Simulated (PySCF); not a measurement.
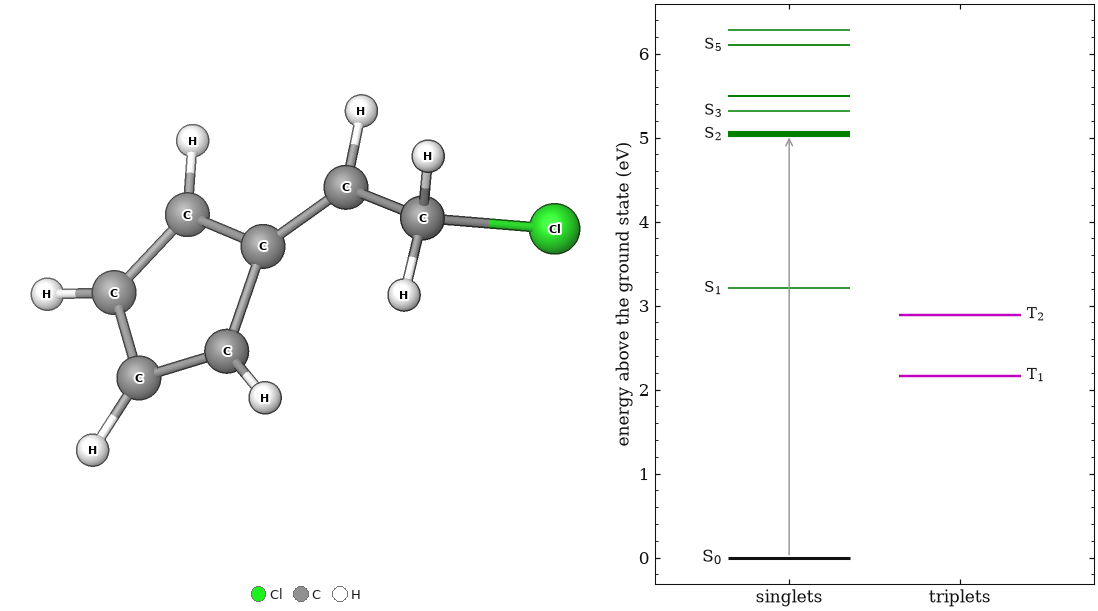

State diagram of C₇H₇Cl, SMILES ClCC=C1C=CC=C1. Vertical TDDFT excitations, PBE0/def2-SVPD in PySCF, at a GFN2-xTB geometry (no frequency check), gas phase. Triplets in the Tamm-Dancoff approximation; only the lowest 6 singlets and 2 triplets were computed. Thicker singlet lines are brighter; the arrow marks the brightest.

Question: What is the vertical gap between S1 and T1?

Answer: 1.04 eV: S1 at 3.21 eV, T1 at 2.17 eV.

Question: How many of the triplet levels drawn lie below S1?

Answer: 2 of 2 (T1 2.17 eV, T2 2.89 eV; S1 3.21 eV).

Question: What character does the calculation give T1?

Answer: Mainly HOMO → LUMO (96 %).

Known limits of this run: the tight-binding geometry is rougher than a DFT one and adds to the error; one conformer of a flexible molecule; core orbitals are frozen in the response.
